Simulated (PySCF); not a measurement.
# CISD/STO-6G run of BCl (SMILES [B]Cl)

What is the vertical ionisation energy of BCl at CISD/STO-6G? Input form: a Python script.

The results are computed with PySCF 2.14.0.

12 further runs of the same task are left out: 2 that didn't finish, 10 set aside as unsound or not needed.

### 1 The molecule

BCl has 2 atoms, charge 0, and is taken as a singlet. As SMILES, `[B]Cl`. The coordinates come from a GFN2-xTB relaxation.

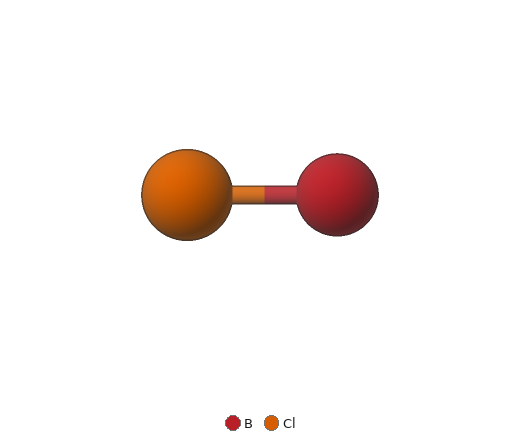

Viewed from a chosen angle; boron red, chlorine orange.

### 2 The energy at CISD/STO-6G

geometry.xyz

```xyz
2
BCl
B      0.000000     0.000000     0.000000
Cl     0.000000     0.000000     1.578530
```

input.py

```python
from pyscf import gto, scf, ci

molecule = gto.Mole()
molecule.atom = 'geometry.xyz'
molecule.verbose = 3
molecule.max_memory = 1860
molecule.basis = 'sto-6g'
molecule.build()

mf = scf.RHF(molecule)
mf.conv_tol = 1e-10
mf.kernel()
if not mf.converged:
    mf = mf.newton().run(mf.mo_coeff, mf.mo_occ)

cisd = ci.CISD(mf, frozen=6)
cisd.kernel()
etot = cisd.e_tot
print(f'total energy: {etot:.8f} hartree')
```

Launch:

```
OMP_NUM_THREADS=1 python input.py
```

Output:

```text
converged SCF energy = -482.477615550622
E(RCISD) = -482.5376516551293  E_corr = -0.06003610450734542
total energy: -482.53765166 hartree
```

Run time: 0.7 s. Hardware: 1 thread of Arm Neoverse V1, shared host; peak memory 0.1 GiB.

### 3 The doublet cation at the same level

input.py

```python
from pyscf import gto, ci

mol = gto.Mole()
mol.atom = 'B 0.000000 0.000000 0.000000; Cl 0.000000 0.000000 1.578530'
mol.charge = 1
mol.spin = 1
mol.verbose = 4
mol.basis = 'sto-6g'
mol.max_memory = 1860
mol.build()

myscf = mol.UHF()
myscf.conv_tol = 1e-10
myscf.kernel()
if not myscf.converged:
    myscf = myscf.newton().run(myscf.mo_coeff, myscf.mo_occ)

cisd = ci.CISD(myscf, frozen=6)
cisd.kernel()
e_final = cisd.e_tot
print('E = %.10f Eh' % e_final)
```

Launch:

```
OMP_NUM_THREADS=1 python input.py
```

Output:

```text
PySCF version 2.14.0

[INPUT] num. atoms = 2
[INPUT] num. electrons = 21
[INPUT] charge = 1
[INPUT] spin (= nelec alpha-beta = 2S) = 1
[INPUT] symmetry False subgroup None
[INPUT] Mole.unit = angstrom
[INPUT] Symbol           X                Y                Z      unit          X                Y                Z       unit  Magmom
[INPUT]  1 B      0.000000000000   0.000000000000   0.000000000000 AA    0.000000000000   0.000000000000   0.000000000000 Bohr   0.0
[INPUT]  2 Cl     0.000000000000   0.000000000000   1.578530000000 AA    0.000000000000   0.000000000000   2.982989379410 Bohr   0.0

nuclear repulsion = 28.4949053411719
number of shells = 8
number of NR pGTOs = 84
number of NR cGTOs = 14
basis = sto-6g
ecp = {}

[... 61 lines left out ...]
converged SCF energy = -482.228072357599  <S^2> = 0.76599989  2S+1 = 2.0159364
[... 1 line left out ...]
******** <class 'pyscf.ci.ucisd.UCISD'> ********
CISD nocc = (np.int64(5), np.int64(4)), nmo = (8, 8)
frozen orbitals 6
max_cycle = 50
direct = 0
conv_tol = 1e-09
max_cycle = 50
max_space = 12
lindep = 0
nroots = 1
Init t2, MP2 energy = -0.043359458294265
UCISD converged
E(UCISD) = -482.2809417438172  E_corr = -0.05286938621786207
E = -482.2809417438 Eh
```

Wall time 0.89 s (1 thread of Arm Neoverse V1, shared host); peak memory 0.12 GiB.

### 4 What came out

At CISD/STO-6G, 6 core orbitals frozen:

| quantity | value |
| --- | --- |
| singlet BCl: total energy | -482.53765 Eh |
| singlet BCl: dipole moment (Hartree–Fock density) | 0.53 D |
| singlet BCl: HOMO energy (Hartree–Fock orbitals) | -7.74 eV |
| singlet BCl: LUMO energy (Hartree–Fock orbitals) | 6.97 eV |
| singlet BCl: HOMO–LUMO gap (Hartree–Fock orbitals) | 14.72 eV |
| singlet BCl: correlation energy (6 core orbitals frozen) | -60.0 mEh |
| doublet cation: total energy | -482.28094 Eh |
| doublet cation: HOMO energy (Hartree–Fock orbitals) (highest over α and β) | -21.95 eV |
| doublet cation: LUMO energy (Hartree–Fock orbitals) (lowest over α and β) | -5.77 eV |
| doublet cation: correlation energy (6 core orbitals frozen) | -52.9 mEh |
| doublet cation: ⟨S²⟩ of the reference determinant | 0.766 |
| vertical ionisation energy (to the doublet cation) | 6.985 eV |

What this shows: Removing an electron at fixed nuclei costs 6.99 eV (161 kcal/mol). In a minimal basis such a difference can be off by several eV, whatever the method.
